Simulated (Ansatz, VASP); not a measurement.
# NaI in two plane-wave programs, part 2 of 2

Wanted: the spread between two codes on one cell, functional and k mesh. The cell is taken from a series of VASP runs on this material, whose earlier steps may have relaxed, scaled or displaced it; both programs get it as it stands. Other levels of theory on this material are compared in a session of their own. Valence electrons are named where the data sets of a main pair hold unlike numbers.

VASP 6.6.1 and Ansatz 0.2.0.

So far. Step 2 (VASP: band structure, LDA, spin-orbit coupling): The run ends at a pressure of -1.61 GPa.

## 3. Ansatz: band structure, LDA, spin-orbit coupling

Level of this step: Ansatz beside VASP: Kohn-Sham DFT, plane waves, LDA, spin-orbit coupling (Ansatz).

Ansatz runs on its fully relativistic PAW (standard-fr) files.

The same cell, functional (in two slightly different forms), mesh and smearing now go to Ansatz, which takes its cutoff from its data sets.

input.yaml

```yaml
crystal:
  lattice:
    - [0.0, 3.2364, 3.2364]
    - [3.2364, 0.0, 3.2364]
    - [3.2364, 3.2364, 0.0]
  atoms:
    - { symbol: I, position: [0.5, 0.5, 0.5] }
    - { symbol: Na, position: [0.0, 0.0, 0.0] }
hamiltonian:
  xc: lda
  pseudopotentials: { kind: paw_fr }
magnetization:
  noncollinear: true
  spin_orbit: true
kpoints:
  mp_grid: { grid: [6, 6, 6] }
  band_path:
    path:
      - [0.0, 0.0, 0.0]
      - [0.16667, 0.0, 0.16667]
      - [0.33333, 0.0, 0.33333]
      - [0.5, 0.0, 0.5]
      - [0.5, 0.08333, 0.58333]
      - [0.5, 0.19444, 0.69444]
      - [0.5, 0.25, 0.75]
      - [0.45833, 0.29167, 0.75]
      - [0.40278, 0.34722, 0.75]
      - [0.375, 0.375, 0.75]
      - [0.20833, 0.20833, 0.41667]
      - [0.08333, 0.08333, 0.16667]
      - [0.0, 0.0, 0.0]
      - [0.22222, 0.22222, 0.22222]
      - [0.38889, 0.38889, 0.38889]
      - [0.51389, 0.47222, 0.51389]
      - [0.55556, 0.38889, 0.55556]
      - [0.61111, 0.27778, 0.61111]
      - [0.61111, 0.25, 0.63889]
      - [0.56944, 0.25, 0.68056]
      - [0.51389, 0.25, 0.73611]
      - [0.5, 0.27778, 0.72222]
      - [0.5, 0.38889, 0.61111]
      - [0.5, 0.47222, 0.52778]
      - [0.48611, 0.48611, 0.52778]
      - [0.43056, 0.43056, 0.63889]
      - [0.38889, 0.38889, 0.72222]
      - [0.59722, 0.19444, 0.59722]
      - [0.55556, 0.11111, 0.55556]
      - [0.5, 0.0, 0.5]
    npoints: 1
scf:
  occupations: { method: gaussian, width: 0.03 }
  n_extra_bands: 14
output:
  forces: true
  stress: true
  eigenvalues: true
```

Run with:

```bash
$ ansatz run input.yaml --threads 2 --pin off --max-ram 4608MiB --backend cpu --events-out ev --progress --plain --runs-dir out
```

Numbers of over 12 decimals in the logs are rounded to 6 here.

The log of the run:

```text
scf.n_extra_bands = 14 over 26 filled bands (N_el = 26.0): the run solves 40 bands
Engine: ansatz 0.2.0, aarch64-unknown-linux-gnu
Pseudopotentials: kind: paw_fr
Pseudopotential: I, paw_fr, valence charge 17, recommended cutoff 420 eV (normal), I.paw.azcp#standard-fr
Pseudopotential: Na, paw_fr, valence charge 9, recommended cutoff 420 eV (normal), Na.paw.azcp#standard-fr
Functional definition: SPW92
  exchange = slater_x
  correlation = pw_c
non-collinear run that drives no moment, with spin-orbit: no starting moment large enough to seed its density (crystal.atoms[].spin), no starting occupations that ask for one, no magnetisation constraint and no magnetic field, so the semilocal B_xc is pinned to zero
Crystal: 2 atoms, lattice volume = 67.798 Å³
Basis set: ecut = 420 eV, 1363 PW (Γ)
Bands: 40, of which v1, the nominal top of the filled ones, is band 26 counted from 1 (25 counted from 0)
Symmetry: 48 space group operations + 48 with time reversal
Magnetic group: BNS 225.117 (UNI 1619), of the structure as read, at distance tolerance 4.1e-5 Å
k-points: 16 of 216
Projection manifold: j_resolved (fully-relativistic pseudo-atomic orbitals)
Non-local potential: I, projectors of the file, l = 0: 2, l = 1: 4, l = 2: 4, l = 3: 4
Non-local potential: Na, projectors of the file, l = 0: 3, l = 1: 4, l = 2: 2
PAW form: soft (Blöchl's): semilocal exchange-correlation on the pseudo side does not see the compensation charge
PAW frozen core: I, regenerated for the run's functional, and the local potential with it (the file was generated under x = pbe(κ = 0.804, μ = 0.219515), c = pbe(β = 0.066725))
PAW frozen core: Na, regenerated for the run's functional, and the local potential with it (the file was generated under x = pbe(κ = 0.804, μ = 0.219515), c = pbe(β = 0.066725))
PAW one-centre angular grid: I, 590 points (default); XC on 64 Gauss nodes
PAW one-centre angular grid: Na, 110 points (default); XC on 64 Gauss nodes
Initial density: superposition of atomic densities (chi_scale 0.1, normalization cell, long waves kept (reshape's long-wave potential 0.00 eV rms))
Initial wavefunctions: pseudopotential atomic-orbital guess
Functional: x = slater, c = lda
SCF iter   1: F=—  HF=-8828.975056 eV  |F-HF|=—  |Δ(HF+E_count)|=         —  Δρ=5.31e-2  dr2=2.06e0  dr2_m=0.00e0 (ungated)  ethr=3.10e-3  |M|=0.00e0 ∫|m|=0.00e0 μB  |m|>n=0.0e0 m-floor=0.0e0 τ_xc=0.0e0  β_m=0.30  ⟨swp⟩=10.0  Hψ=1945  notcnv=0  defer=38
preconditioner: auto → none  [insulator: Δε(μ)=2.013 eV  Ē_g=11.573 eV  σ=0.030 eV  W_gap=1.00  n_scr=14 (ndim 8)  ℏωp=12.8 eV  f_vac=0.008  D(μ)=0.00/eV (n_scr^D=0)  ε∞_Penn≈2.2]
SCF iter   2: F=—  HF=-8828.132784 eV  |F-HF|=—  |Δ(HF+E_count)|=   8.42e-1  Δρ=2.55e-2  dr2=4.52e-1  dr2_m=0.00e0 (ungated)  ethr=3.10e-3  |M|=0.00e0 ∫|m|=0.00e0 μB  |m|>n=0.0e0 m-floor=0.0e0 τ_xc=0.0e0  β_m=0.42  ⟨swp⟩=3.0  Hψ=598  notcnv=0  defer=120
SCF iter   3: F=—  HF=-8827.914418 eV  |F-HF|=—  |Δ(HF+E_count)|=   2.18e-1  Δρ=5.35e-3  dr2=1.98e-2  dr2_m=0.00e0 (ungated)  ethr=1.74e-3  |M|=0.00e0 ∫|m|=0.00e0 μB  |m|>n=0.0e0 m-floor=0.0e0 τ_xc=0.0e0  β_m=0.60  ⟨swp⟩=3.0  Hψ=488  notcnv=0  defer=120
SCF iter   4: F=—  HF=-8827.905836 eV  |F-HF|=—  |Δ(HF+E_count)|=   8.58e-3  Δρ=1.09e-3  dr2=8.70e-4  dr2_m=0.00e0 (ungated)  ethr=7.61e-5  |M|=0.00e0 ∫|m|=0.00e0 μB  |m|>n=0.0e0 m-floor=0.0e0 τ_xc=0.0e0  β_m=0.58  ⟨swp⟩=2.9  Hψ=562  notcnv=0  defer=120
SCF iter   5: F=—  HF=-8827.905707 eV  |F-HF|=—  |Δ(HF+E_count)|=   1.29e-4  Δρ=2.08e-4  dr2=2.00e-5  dr2_m=0.00e0 (ungated)  ethr=3.35e-6  |M|=0.00e0 ∫|m|=0.00e0 μB  |m|>n=0.0e0 m-floor=0.0e0 τ_xc=0.0e0  β_m=0.79  ⟨swp⟩=2.0  Hψ=372  notcnv=0  defer=120
SCF iter   6: F=—  HF=-8827.905710 eV  |F-HF|=—  |Δ(HF+E_count)|=   2.44e-6  Δρ=1.31e-5  dr2=1.98e-7  dr2_m=0.00e0 (ungated)  ethr=7.67e-8  |M|=0.00e0 ∫|m|=0.00e0 μB  |m|>n=0.0e0 m-floor=0.0e0 τ_xc=0.0e0  β_m=0.79  ⟨swp⟩=2.4  Hψ=410  notcnv=0  defer=120
SCF iter   7: F=-8827.905710 eV  HF=-8827.905710 eV  |F-HF|=8.79e-10  |Δ(HF+E_count)|=   5.97e-8  Δρ=2.22e-6  dr2=3.13e-9  dr2_m=0.00e0 (ungated)  ethr=3.85e-10  |M|=0.00e0 ∫|m|=0.00e0 μB  |m|>n=0.0e0 m-floor=0.0e0 τ_xc=0.0e0  ⟨swp⟩=12.9  Hψ=1833  notcnv=0
SCF 1 converged in 7 iterations: F = -8827.905710 eV  dr2 = 3.13e-9
  greatest PAW one-centre occupation: 0.999 electrons in one spin orbital (limit 2), on the Na atom at site 1 (counted from 0), in its partial waves of l = 0
NSCF: frozen V_eff on 30 k-points
SCF converged after 7 iterations
Magnetization: |M| = 0.0000 μB,  M = (+0.0000, +0.0000, +0.0000) μB
Absolute magnetization: 0.0000 μB (∫|m|)
  site 0: m = (+0.0000, +0.0000, +0.0000) μB, |m| = 0.0000 μB  (R = 1.34 Å)
  site 1: m = (+0.0000, +0.0000, +0.0000) μB, |m| = 0.0000 μB  (R = 1.34 Å)
Free energy (F): -8827.905710 eV
Harris-Foulkes:  -8827.905710 eV  (|F-HF|=8.79e-10)
Internal energy: -8827.905710 eV  (E = F + TS)
E sigma→0 (E₀):  -8827.905710 eV
Fermi energy:    4.617102 eV
--- Per-component energies (eV) ---
  E_band       = -619.453062
  E_kinetic    = 310.719892
  E_local      = -3357.021559  (includes V_loc(G=0)·N_el)
  E_nonlocal   = 32.158687
  E_hartree    = 1517.509349
  E_xc         = -165.568125
  E_vxc        = -178.412826  (∫ρ·V_xc dr)
  E_paw        = -4908.783223  (= ΣΔE_a)
  E_vpaw       = -461.918416  (= ΣTr[D̂ρ^β])
  E_aug_tail   = 0.000050  (compensation charges beyond the density's cutoff)
  E_ewald      = -2257.850118
  E_core_change = 0.929338  (= ΣΔE_core)
  E_smearing   = -0.000000  (= −TS)
  E_closure    = 0.000000  (closes the sum)
  Σ components = -8827.905710   (vs F -8827.905710, Δ=0.00e0)
--- Forces (eV/Å), atoms counted from 1 ---
  atom   1  I      0.00000000    -0.00000000    -0.00000000
  atom   2  Na     0.00000000    -0.00000000     0.00000000
  max |Σ_I F_I| component: 9.52e-29 eV/Å
--- Stress (GPa, compression-positive) ---
       -1.606483       0.000000       0.000000
        0.000000      -1.606483       0.000000
       -0.000000      -0.000000      -1.606483
  P = ⅓ Tr σ = -1.6065 GPa (-16.065 kbar)
--- Band table (eV; the first three rows and the last of 16) ---
  k-point 0: bands = [... 22 lower, 3.1236, 3.1236, 3.1236, 3.1236, 6.1104, 6.1104, 10.6004, 10.6004, ... 10 higher]
  k-point 1: bands = [... 22 lower, 2.6312, 2.6312, 3.0414, 3.0414, 6.9562, 6.9562, 10.0809, 10.0809, ... 10 higher]
  k-point 2: bands = [... 22 lower, 2.2860, 2.2860, 2.8892, 2.8892, 7.6373, 7.6373, 10.3371, 10.3371, ... 10 higher]
  k-point 15: bands = [... 22 lower, 1.6425, 1.6425, 2.0458, 2.0458, 7.9235, 7.9235, 9.1213, 9.1213, ... 10 higher]
```

It took 15 s on 2 threads of Arm Neoverse N1, shared host; peak memory 0.46 GiB; 30 s of CPU time.

The column dr2 measures how far the density is from self-consistency, as an energy; F and HF (Harris–Foulkes) agree once it is small.

## 4. Comparison

Known differences besides the potentials themselves: spin-orbit coupling enters by fully relativistic files in Ansatz and inside the spheres in VASP; the two LDA forms differ slightly; the data sets hold 26 valence electrons in Ansatz (on its fully relativistic PAW (standard-fr) files) and 14 in VASP; the cutoff is 420 eV in Ansatz and 350 eV in VASP; VASP's log shows a relativistic correction to its local exchange, Ansatz's none. Total energies have different zeros and are not compared.

Both answers:

```tsv
quantity	Ansatz	VASP	difference
pressure (GPa)	-1.61	-1.61	+0.01
gap over the path points (eV)	2.987	3.003	-0.016
```

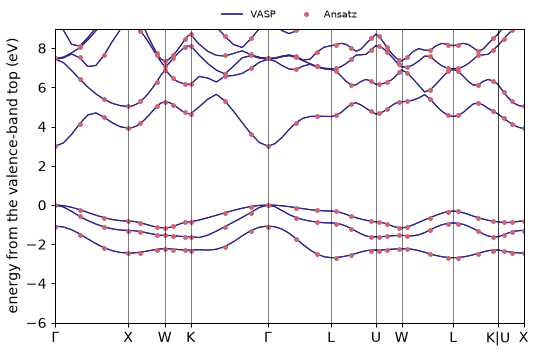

Bands from VASP (lines) and levels from Ansatz (dots). Dots without a line are higher empty bands that the VASP plot leaves out.

Levels at points of the path, from each program's valence-band top (eV; 6 filled, then empty):

```tsv
k (reciprocal lattice)	Ansatz	VASP
0.000 0.000 0.000	-1.12 -1.12 0.00 0.00 0.00 0.00 2.99 2.99 7.48 7.48 7.48 7.48	-1.07 -1.07 0.00 0.00 0.00 0.00 3.00 3.00 7.44 7.44 7.44 7.44
0.167 0.000 0.167	-1.51 -1.51 -0.58 -0.58 -0.24 -0.24 4.12 4.12 6.45 6.45 7.54 7.54	-1.47 -1.47 -0.58 -0.58 -0.24 -0.24 4.14 4.14 6.42 6.42 7.51 7.51
0.333 0.000 0.333	-2.20 -2.20 -1.12 -1.12 -0.64 -0.64 4.48 4.48 5.41 5.41 7.63 7.63	-2.18 -2.18 -1.11 -1.11 -0.64 -0.64 4.48 4.48 5.39 5.39 7.64 7.64
0.500 0.000 0.500	-2.47 -2.47 -1.31 -1.31 -0.82 -0.82 3.92 3.92 5.05 5.05 9.19 9.19	-2.45 -2.45 -1.30 -1.30 -0.82 -0.82 3.92 3.92 5.03 5.03 9.21 9.21
0.500 0.083 0.583	-2.43 -2.43 -1.36 -1.36 -0.90 -0.90 4.17 4.17 5.30 5.30 8.85 8.85	-2.40 -2.40 -1.35 -1.35 -0.91 -0.91 4.17 4.17 5.29 5.29 8.86 8.86
0.500 0.194 0.694	-2.29 -2.29 -1.52 -1.52 -1.12 -1.12 5.03 5.03 6.30 6.30 7.65 7.65	-2.26 -2.26 -1.51 -1.51 -1.13 -1.13 5.02 5.02 6.29 6.29 7.63 7.63
0.500 0.250 0.750	-2.26 -2.26 -1.55 -1.55 -1.17 -1.17 5.27 5.27 6.89 6.89 7.07 7.07	-2.23 -2.23 -1.55 -1.55 -1.17 -1.17 5.27 5.27 6.89 6.89 7.05 7.05
0.458 0.292 0.750	-2.28 -2.28 -1.56 -1.56 -1.08 -1.08 5.12 5.12 6.46 6.46 7.50 7.50	-2.25 -2.25 -1.57 -1.57 -1.08 -1.08 5.12 5.12 6.45 6.45 7.49 7.49
0.403 0.347 0.750	-2.32 -2.32 -1.61 -1.61 -0.89 -0.89 4.73 4.73 6.19 6.19 8.05 8.05	-2.29 -2.29 -1.61 -1.61 -0.89 -0.89 4.72 4.72 6.18 6.18 8.04 8.04
0.375 0.375 0.750	-2.32 -2.32 -1.62 -1.62 -0.86 -0.86 4.66 4.66 6.17 6.17 8.13 8.13	-2.30 -2.30 -1.62 -1.62 -0.85 -0.85 4.65 4.65 6.16 6.16 8.13 8.13
```

Among the levels compared at these points, filled levels agree within 44 meV and empty ones within 41 meV. Ansatz's pressure holds a Pulay correction of 0.02 GPa; VASP's holds none.

## 5. Outcome

```
largest difference of a filled level at the path points (band structure, LDA, spin-orbit coupling) : 44 meV
```

What this shows: The largest difference of a filled level at the path points is 44 meV (band structure, LDA, spin-orbit coupling), within the 80 meV picked in this series as the mark of a large difference. The data sets hold unlike numbers of valence electrons (26 in Ansatz and 14 in VASP), so part of the differences comes from the potentials. 5 further runs of this series are not shown here. How closely two codes agree says nothing of how well the functional describes the real material.

[Lines on the potential files, build, host, timing and source positions are cut from VASP's logs without a mark.]

[Logs are printed without paths, hosts, clocks, repeated set-up lines and the standing remarks that a program may print on its own settings, such as how far it seeks lower states.]

[Hosts, paths, dates, database ids (printed as entryN), source tags and the programs' standing remarks are cut or masked in the printed files.]
